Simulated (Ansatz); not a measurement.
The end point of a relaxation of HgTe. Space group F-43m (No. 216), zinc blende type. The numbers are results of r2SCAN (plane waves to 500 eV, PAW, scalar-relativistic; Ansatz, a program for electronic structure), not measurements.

```cif
data_Hg4Te4
_chemical_formula_sum 'Hg4 Te4'
_space_group_name_H-M_alt 'F-43m'
_space_group_IT_number 216
_space_group_name_Hall 'F -4 2 3'
_cell_length_a 6.57253
_cell_length_b 6.57253
_cell_length_c 6.57253
_cell_angle_alpha 90.000
_cell_angle_beta 90.000
_cell_angle_gamma 90.000
loop_
_atom_site_label
_atom_site_type_symbol
_atom_site_symmetry_multiplicity
_atom_site_Wyckoff_symbol
_atom_site_fract_x
_atom_site_fract_y
_atom_site_fract_z
_atom_site_occupancy
Hg1 Hg 4 a 0.00000 0.00000 0.00000 1
Te1 Te 4 c 0.25000 0.25000 0.25000 1
```
(The calculation used a cell of 2 atoms; values per cell refer to that cell.)

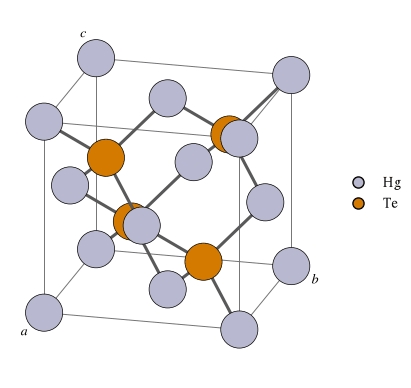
*The conventional cell of the relaxed structure*

For HgTe, the volume per atom is 35.49 Å³ and the band gap is zero (the bands touch at this level, without spin-orbit coupling). The shortest distances is Hg–Te 2.85 Å and the k-mesh is 9×9×9.

Band energies at high-symmetry points (eV from the Fermi level; labels of this space group; no spin-orbit coupling), from −5 eV up to 2.5 eV:

| point | energies |
|---|---|
| Γ | -0.60 -0.07 -0.07 -0.07 |
| X | -2.20 -2.20 2.04 |
| U | -2.81 -1.84 2.41 |
| K | -2.81 -1.84 2.41 |
| L | -0.99 -0.99 0.89 |
| W | -2.55 -2.48 |

No spin polarisation in the result. Spin-orbit coupling is missing; with elements this heavy it can move band edges by tenths of an eV or more.

Measured for HgTe: a 6.46 Å (room temperature; as listed in R. J. Cava et al., Journal of Materials Chemistry C (2013)). Computed minus measured — a: r2SCAN +1.7 %. The computed values are for a static lattice.

It was reached from a disturbed copy of a C2/c (No. 15) cell, against which it lies -0.08 eV/atom.
